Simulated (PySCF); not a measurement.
```xyz
9

F    -0.157    1.119   -1.848
C    -0.135   -0.177   -1.449
Se   -1.188   -0.515    0.146
C     0.108    0.094    1.456
F     0.204    1.445    1.535
H    -0.565   -0.817   -2.236
H     0.905   -0.484   -1.250
H    -0.227   -0.316    2.422
H     1.092   -0.329    1.197
```

Where will the first 5 clear peaks of this molecule's radial distribution curve from gas electron diffraction lie, and which pairs make them?

Answer. Peak 1, 1.10 Å: C–H 1.10 Å (×4)
Peak 2, 1.36 Å: F–C 1.36 Å (×2)
Peak 3, 1.94 Å: Se–C 1.94 Å (×2), F···H 2.01–2.02 Å (×4), not resolved
Peak 4, 2.78 Å: Se···F 2.78 Å (×2); in its flanks Se···H 2.48–2.52 Å
Peak 5, 3.44 Å: F···C 3.41–3.47 Å (×2), F···F 3.42 Å, F···H 3.46–3.60 Å (×2), not resolved

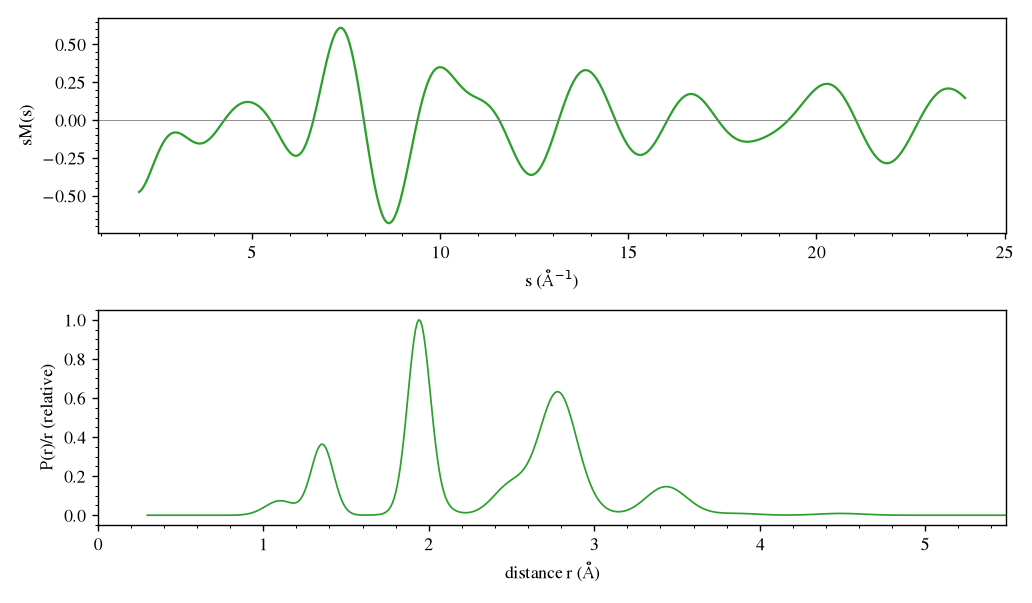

Simulated gas electron diffraction: reduced molecular intensity sM(s) from the Debye equation in the first Born approximation (top) and the radial distribution curve (bottom) of C₂H₄F₂Se. Each pair of atoms contributes with weight ZᵢZⱼ/r; damping constant 0.001 Å²; vibrational amplitudes assumed, not computed: 0.05 Å for bonds, 0.078 Å for bonds to H, 0.06 + 0.015 r up to 0.15 Å for other pairs. The geometry is the end point of an optimisation (PySCF, PBE0-D3(BJ)/def2-SVP geometry optimisation, gas phase); it may be a saddle point or a higher isomer.
